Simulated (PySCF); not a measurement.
SMILES COCCc1ccco1 (C₇H₁₀O₂), GFN2-xTB optimised geometry. Atoms within 1.6 Å of the plane z = 0.8 Å (x, y, z in Å): C1 (-2.66, -3.21, 1.44), O2 (-3.08, -1.87, 1.53), C3 (-2.04, -0.93, 1.45), C4 (-1.44, -0.78, 0.03), C5 (-0.45, 0.33, 0.00), C6 (0.91, 0.33, 0.00), C7 (1.31, 1.69, 0.00), C8 (0.16, 2.42, 0.00), O9 (-0.91, 1.60, 0.01), H10 (-2.31, -3.47, 0.44), H11 (-3.54, -3.82, 1.68), H12 (-1.87, -3.42, 2.17), H13 (-1.24, -1.18, 2.16), H14 (-2.50, 0.02, 1.74), H15 (-0.94, -1.70, -0.26), H16 (-2.25, -0.58, -0.67), H17 (1.55, -0.52, -0.01), H18 (2.31, 2.07, 0.00), H19 (-0.02, 3.47, 0.00).

Level of theory: B3LYP/def2-SVP (PySCF).

Map of the electrostatic potential (hartree/e), clipped to [-0.08, 0.12] on the plane z = 0.8 Å:

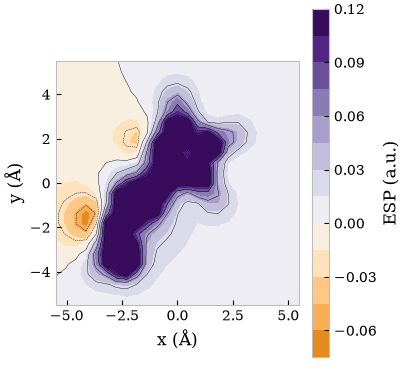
Figure. Electrostatic potential (hartree/e), clipped to [-0.08, 0.12] on the plane z = 0.8 Å.
